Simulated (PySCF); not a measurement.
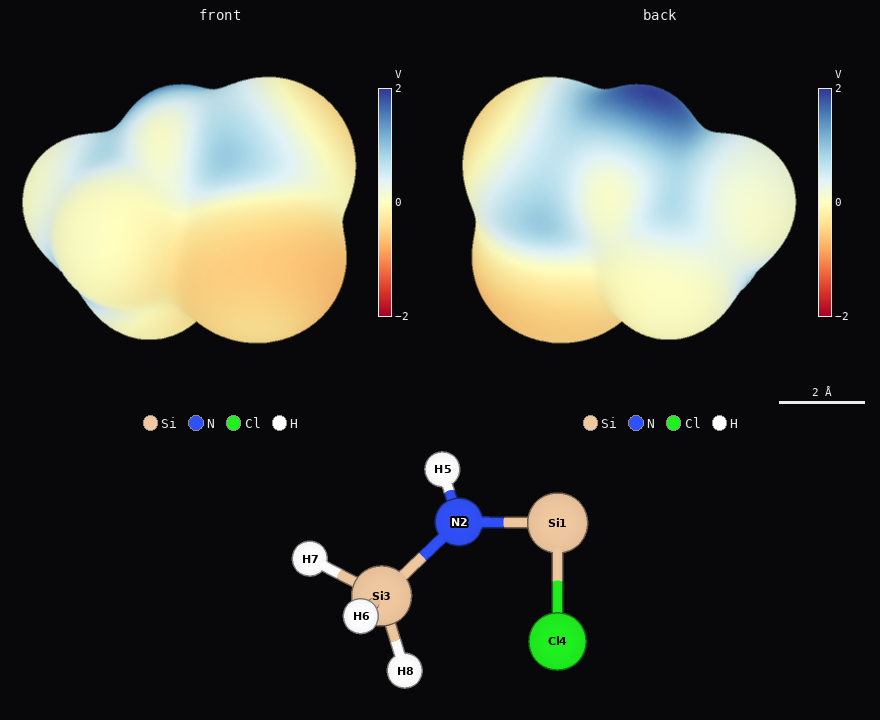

*ClH₄NSi₂. The molecular electrostatic potential painted on the density surface at 0.001 e/bohr³, seen from the front and from behind; the colour scale runs from red (negative) to blue (positive). The bare structure is drawn below in the same view.*

Geometry: PBE0-D3(BJ)/def2-SVP.

Method: PySCF, PBE0/pcSseg-2, SCF density, gas phase, non-relativistic.

```xyz
8

Si    2.2137    1.1488   -0.0174
N     0.4922    1.0494    0.0249
Si   -0.6035   -0.3445    0.0794
Cl    2.6150   -0.9371    0.0232
H     0.0248    1.9558    0.0145
H    -0.3992   -1.1495    1.3158
H    -1.9833    0.2286    0.0893
H    -0.4414   -1.2112   -1.1209
```

Describe the electrostatic potential map.

Answer. The most negative region (about −0.6 V, or −14 kcal/mol for a unit charge) lies over Cl4, the most positive (about +1.8 V, or +42 kcal/mol for a unit charge) over H5.
